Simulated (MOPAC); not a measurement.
**Geometry relaxation of SiH₃S₃Cl (part 2 of 2)**

The same run, continued: SiH₃S₃Cl; MNDO, closed shell (MOPAC 23.2.5). The atoms were displaced at random from an optimised geometry.

Geometry of the input (Å):
```
S  -1.0723  1.4064  1.1576
Si 0.1576  0.2703  -0.1299
S  1.8331  -0.1613  1.0660
S  -0.8084  -1.4454  -0.9435
Cl 0.6519  1.3401  -1.8232
H  -2.0848  1.4871  0.2777
H  2.3870  -0.9213  0.1368
H  -1.0527  -1.9755  0.2537
```

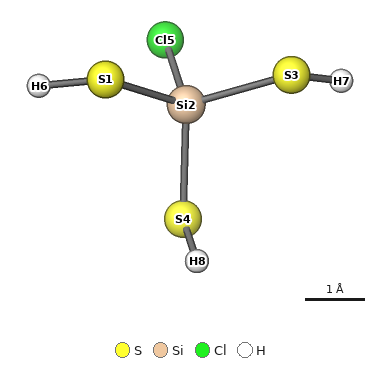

**Figure 1.** The geometry at step 20 of the log (ball-and-stick view, seen at a tilt; atoms are numbered from 1 in the order of the input).

### Output, continued
```
     Atom    s        px        py        pz
    1  S   1.83451   1.46203   1.60690   1.32092
    2 Si   1.09810   0.69564   0.65701   0.56437
    3  S   1.83454   1.17336   1.90479   1.31155
    4  S   1.83434   1.79507   1.34140   1.27805
    5 Cl   1.98618   1.94766   1.82585   1.63802
    6  H   0.96313
    7  H   0.96317
    8  H   0.96341

           MULLIKEN POPULATION ANALYSIS

        MULLIKEN POPULATIONS AND CHARGES

      NO.  ATOM   POPULATION      CHARGE
        1    S     6.287474     -0.287474
        2   Si     2.842192      1.157808
        3    S     6.287322     -0.287322
        4    S     6.311493     -0.311493
        5   Cl     7.437538     -0.437538
        6    H     0.944530      0.055470
        7    H     0.944572      0.055428
        8    H     0.944879      0.055121

          Chemical-Potential Equalization

          Energy                    =                  NaN   kcal/mol
          Pot(1)                    =                  NaN   eV
          Dipole correction(1)      =                  NaN   au

 *                    *
 * JOB ENDED NORMALLY *
 *                    *

 TOTAL JOB TIME:             0.08 SECONDS

 == MOPAC DONE ==
```

### Trajectory as extended XYZ (Å, eV, eV/Å), 13 of the 41 frames kept, from step=0 to step=40
```
8
Properties=species:S:1:pos:R:3:forces:R:3 step=0 energy=-1.26778
S    -1.0723    1.4064    1.1576   -0.5804  -0.6636  -1.9838
Si    0.1576    0.2703   -0.1299   -0.3597  -0.2957   1.0211
S     1.8331   -0.1613    1.0660   -0.5305  -0.4634  -1.5800
S    -0.8084   -1.4454   -0.9435    0.4246   0.6136   1.9137
Cl    0.6519    1.3401   -1.8232    0.1636   0.2611  -0.2006
H    -2.0848    1.4871    0.2777    0.7770   0.1814   1.1380
H     2.3870   -0.9213    0.1368    0.1250   0.3288   0.7767
H    -1.0527   -1.9755    0.2537   -0.0196   0.0379  -1.0851
8
Properties=species:S:1:pos:R:3:forces:R:3 step=3 energy=-1.53161
S    -1.0734    1.3456    1.0863   -0.9965   0.2630  -0.5676
Si    0.1501    0.2684   -0.1283    0.2220   0.2981   0.5604
S     1.7931   -0.1803    0.9934    0.1461  -0.1497  -0.1062
S    -0.7790   -1.3807   -0.8329   -0.0667  -0.0923  -0.9846
Cl    0.6695    1.3622   -1.7881    0.1810   0.3435  -0.5202
H    -2.1013    1.5175    0.2650    0.5528   0.0541   0.7071
H     2.4169   -0.9435    0.1516    0.2755  -0.0578   0.1201
H    -1.0653   -2.0196    0.2236   -0.3142  -0.6589   0.7909
8
Properties=species:S:1:pos:R:3:forces:R:3 step=7 energy=-1.62360
S    -1.1021    1.3499    1.0867   -0.1308   0.1100  -0.0534
Si    0.1559    0.2955   -0.1276   -0.0277  -0.1847   0.1202
S     1.7971   -0.2057    0.9823    0.0894   0.0157   0.0138
S    -0.7754   -1.4022   -0.8156   -0.0466  -0.0780  -0.0858
Cl    0.6829    1.3883   -1.8133    0.0266   0.0626  -0.0853
H    -2.1249    1.5654    0.3166   -0.0286   0.0890   0.0954
H     2.4681   -0.9812    0.1908    0.1219  -0.0183   0.0109
H    -1.0839   -2.0882    0.2408   -0.0042   0.0037  -0.0157
8
Properties=species:S:1:pos:R:3:forces:R:3 step=10 energy=-1.63452
S    -1.1076    1.3672    1.0785    0.0181   0.0077   0.0473
Si    0.1502    0.2853   -0.1219   -0.0507  -0.1687   0.0325
S     1.8108   -0.2035    0.9741   -0.0059   0.0348   0.0552
S    -0.7777   -1.4177   -0.8231    0.0163   0.0511  -0.0070
Cl    0.6823    1.3923   -1.8017    0.0017   0.0091  -0.0586
H    -2.1478    1.6059    0.3437   -0.0271   0.0475  -0.0210
H     2.4981   -0.9939    0.2113    0.0490   0.0078  -0.0309
H    -1.0901   -2.1082    0.2292   -0.0014   0.0106  -0.0176
8
Properties=species:S:1:pos:R:3:forces:R:3 step=13 energy=-1.63682
S    -1.1060    1.3729    1.0801   -0.0196  -0.0279  -0.0097
Si    0.1464    0.2735   -0.1162    0.0160   0.0578  -0.0031
S     1.8168   -0.1969    0.9780   -0.0310  -0.0188  -0.0088
S    -0.7789   -1.4161   -0.8345   -0.0127  -0.0186   0.0020
Cl    0.6786    1.3848   -1.8003   -0.0152  -0.0345   0.0111
H    -2.1505    1.6266    0.3516    0.0646   0.0132   0.0113
H     2.5086   -0.9843    0.2130    0.0140   0.0470   0.0078
H    -1.0917   -2.1100    0.2149   -0.0162  -0.0183  -0.0105
8
Properties=species:S:1:pos:R:3:forces:R:3 step=17 energy=-1.64219
S    -1.1015    1.3604    1.1018    0.0131   0.0090   0.0171
Si    0.1454    0.2778   -0.1106   -0.0476  -0.0957  -0.0012
S     1.8067   -0.1896    0.9940   -0.0073  -0.0073   0.0075
S    -0.7790   -1.4043   -0.8520   -0.0112  -0.0183  -0.0169
Cl    0.6733    1.3515   -1.8162    0.0116   0.0641  -0.0002
H    -2.1098    1.7022    0.3626    0.0054   0.0192  -0.0316
H     2.5513   -0.8961    0.2020    0.0344   0.0176  -0.0099
H    -1.1067   -2.1361    0.1655    0.0016   0.0113   0.0352
8
Properties=species:S:1:pos:R:3:forces:R:3 step=20 energy=-1.64975
S    -1.0867    1.3558    1.1037   -0.0812   0.0086  -0.0079
Si    0.1302    0.2564   -0.1199    0.0259  -0.0883   0.0129
S     1.7865   -0.1918    0.9969    0.1065  -0.0904  -0.0394
S    -0.7897   -1.4346   -0.8528    0.0102   0.0577  -0.0177
Cl    0.6762    1.3609   -1.8018   -0.0203   0.0009  -0.0203
H    -2.0164    1.8248    0.3319   -0.0174   0.0287  -0.0011
H     2.6329   -0.7297    0.1712   -0.0410   0.0461   0.0456
H    -1.1280   -2.1588    0.1674    0.0173   0.0368   0.0279
8
Properties=species:S:1:pos:R:3:forces:R:3 step=23 energy=-1.65259
S    -1.0920    1.3570    1.0977   -0.0446  -0.0395  -0.0209
Si    0.1301    0.2424   -0.1152    0.0522   0.1410   0.0049
S     1.7932   -0.1991    0.9996   -0.0349  -0.0345   0.0079
S    -0.7928   -1.4356   -0.8567   -0.0213  -0.0327   0.0207
Cl    0.6697    1.3605   -1.7958   -0.0177  -0.0439   0.0297
H    -1.9914    1.8739    0.3193    0.0168   0.0008  -0.0030
H     2.6596   -0.6713    0.1607    0.0428  -0.0080  -0.0310
H    -1.1305   -2.1496    0.1718    0.0066   0.0168  -0.0082
8
Properties=species:S:1:pos:R:3:forces:R:3 step=27 energy=-1.65607
S    -1.1110    1.3475    1.0878   -0.0160  -0.0039   0.0030
Si    0.1360    0.2473   -0.1117   -0.0159   0.0182  -0.0005
S     1.7964   -0.2250    0.9946    0.0251  -0.0088  -0.0363
S    -0.7927   -1.4348   -0.8437   -0.0008  -0.0013   0.0039
Cl    0.6669    1.3648   -1.7915    0.0145  -0.0129   0.0001
H    -1.9517    1.9269    0.2878    0.0156  -0.0042   0.0069
H     2.6957   -0.5971    0.1362   -0.0208   0.0153   0.0252
H    -1.1324   -2.1336    0.1939   -0.0017  -0.0024  -0.0022
8
Properties=species:S:1:pos:R:3:forces:R:3 step=30 energy=-1.65654
S    -1.1177    1.3439    1.0911    0.0036  -0.0080  -0.0144
Si    0.1317    0.2470   -0.1096    0.0233  -0.0036  -0.0045
S     1.7966   -0.2281    0.9895    0.0013   0.0039   0.0091
S    -0.7938   -1.4354   -0.8437   -0.0093  -0.0039   0.0047
Cl    0.6710    1.3592   -1.7902    0.0030   0.0045  -0.0012
H    -1.9258    1.9568    0.2831   -0.0022   0.0061   0.0100
H     2.7142   -0.5520    0.1323   -0.0157   0.0083  -0.0028
H    -1.1363   -2.1326    0.1940   -0.0040  -0.0073  -0.0010
8
Properties=species:S:1:pos:R:3:forces:R:3 step=33 energy=-1.65684
S    -1.1182    1.3382    1.0910   -0.0003   0.0014  -0.0016
Si    0.1315    0.2434   -0.1111   -0.0007   0.0006  -0.0002
S     1.7958   -0.2270    0.9907    0.0055  -0.0052  -0.0065
S    -0.7995   -1.4368   -0.8438    0.0022  -0.0023   0.0003
Cl    0.6737    1.3570   -1.7900   -0.0011   0.0005   0.0007
H    -1.9055    1.9849    0.2890    0.0009   0.0001   0.0010
H     2.7239   -0.5088    0.1299   -0.0074   0.0030   0.0060
H    -1.1416   -2.1377    0.1917    0.0009   0.0020   0.0002
8
Properties=species:S:1:pos:R:3:forces:R:3 step=37 energy=-1.65685
S    -1.1190    1.3376    1.0904    0.0017   0.0005   0.0004
Si    0.1312    0.2429   -0.1112   -0.0003   0.0008   0.0000
S     1.7957   -0.2283    0.9901   -0.0011  -0.0019  -0.0009
S    -0.7998   -1.4376   -0.8432    0.0025  -0.0005   0.0001
Cl    0.6740    1.3573   -1.7894   -0.0016  -0.0003   0.0000
H    -1.9008    1.9907    0.2884   -0.0004   0.0006  -0.0004
H     2.7263   -0.4998    0.1290   -0.0011   0.0005   0.0009
H    -1.1422   -2.1368    0.1932    0.0001   0.0002  -0.0001
8
Properties=species:S:1:pos:R:3:forces:R:3 step=40 energy=-1.65685
S    -1.1187    1.3382    1.0905   -0.0002  -0.0001  -0.0001
Si    0.1308    0.2429   -0.1113    0.0002  -0.0004   0.0001
S     1.7947   -0.2299    0.9902    0.0006   0.0009   0.0001
S    -0.7985   -1.4385   -0.8433   -0.0012   0.0004  -0.0001
Cl    0.6732    1.3574   -1.7895   -0.0004   0.0003   0.0000
H    -1.8980    1.9948    0.2889    0.0004  -0.0003  -0.0003
H     2.7275   -0.4938    0.1292    0.0004  -0.0004   0.0004
H    -1.1427   -2.1365    0.1934    0.0001  -0.0004  -0.0002
```

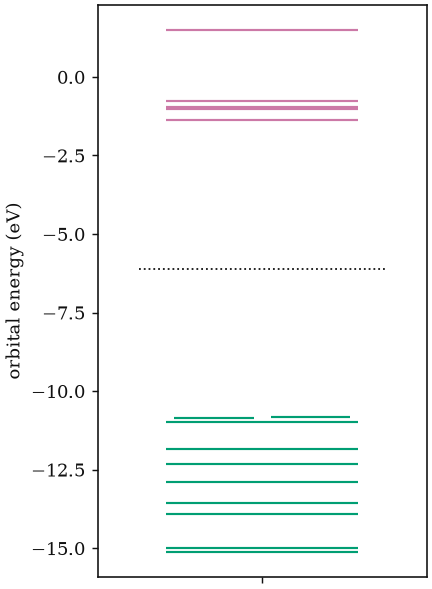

**Figure 2.** Orbital energies near the frontier; the dotted line parts filled from empty levels, and levels within 0.02 eV of each other stand side by side. Highest filled −10.83 eV, lowest empty −1.38 eV, 9.45 eV apart.

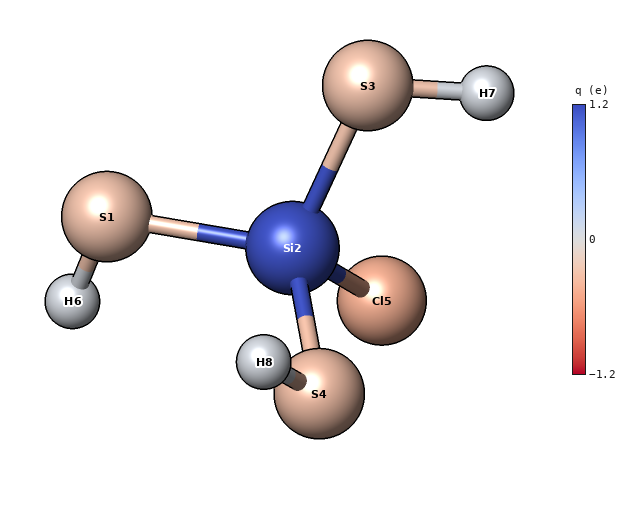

**Figure 3.** Mulliken charges, as the colour of each atom (ball-and-stick view, seen at a tilt; atoms are numbered from 1 in the order of the input). By element: S −0.31 to −0.29, Si +1.16, Cl −0.44 and H +0.06 e.

### Summary

| quantity | value |
| --- | --- |
| outcome | converged |
| total energy | −43.097529 hartree |
| dispersion energy | 0.000000 hartree |
| heat of formation | −38.21 kcal/mol |
| basis functions | 23 |
| largest force | 0.001 eV/Å |
| HOMO | −10.82 eV |
| LUMO | −1.38 eV |
| dipole moment | 0.81 D |
| hardware | 1 thread of Arm Neoverse V1, 24 GiB of memory available, shared host |
| peak memory | 0.072 GiB |

### Notes

MOPAC's energies along a path are heats of formation.
